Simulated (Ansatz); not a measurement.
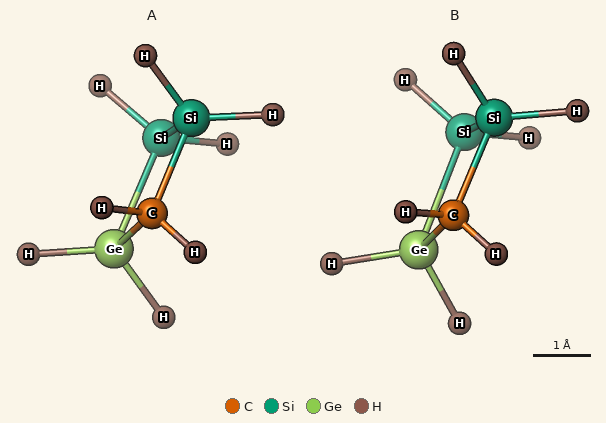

Two geometries of CH₈GeSi₂ (coarse preliminary run), drawn at one scale. One is the start of a relaxation, the other its converged end. Style: ball-and-stick. Shown from a free direction.

Method: RKS PBE-D4/def2-SVP (Ansatz). Set-up: force threshold 0.03 eV/Å; at most 200 steps.

Q: Which geometry has the lower energy?

A: Structure B is the relaxed one. The start comes from a force field. The largest move after the best rigid fit is that of an H atom, 0.28 Å. Largest moves by element: H 0.28 Å, Si 0.20 Å, C 0.12 Å, Ge 0.05 Å. Some distances before and after: Si–Si 2.190 → 2.376 Å, Ge–Si 2.249 → 2.420 Å, C–H 1.180 → 1.109 Å, C–Si 1.859 → 1.922 Å. Among the angles between lasting bonds that change: H–Ge–H 120.5° → 108.5°, H–Si–H 117.5° → 108.0°, Si–Si–Ge 85.5° → 77.9°. After 4 geometry steps the energy has fallen by 79.2 kJ/mol. Largest force component: 2.8 eV/Å at the start, 0.0096 eV/Å at the end.
